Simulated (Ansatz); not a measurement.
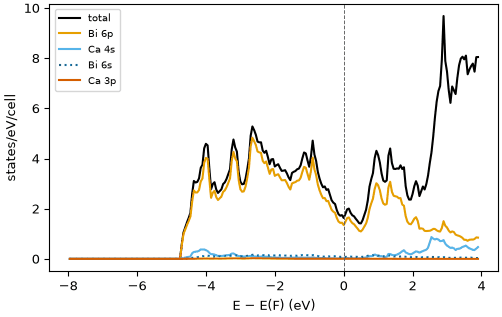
Total and projected density of states of CaBi2 in space group Cmcm (No. 63; Ca on 4c, Bi on 4c, Bi on 4c), r²SCAN (plane waves, PAW; program Ansatz)

Q: Which orbitals carry the states next to the Fermi level?

A: Within 0.5 eV of the Fermi level: Bi 6p 83 %, outside the projected shells 12 %. Projections are on Löwdin-orthogonalised atomic valence shells; empty p or d shells of many metals are not among them.

Q: Where is the tallest occupied peak in this window, and what makes it?

A: Near -2.6 eV, about 5.3 states/eV per cell; the largest projected share is Bi 6p.

The workflow started from a Materials Project entry (that database holds measured and hypothetical structures alike); the Crystallography Open Database copy checked does not list it. Its standing as an ambient phase is unchecked. Symmetry was held in the r²SCAN relaxation; whether a distortion lowers the energy is not shown. Scalar-relativistic: spin–orbit coupling is off unless named, which matters more the heavier the elements.

Potentials: the later of the program's two PAW sets.
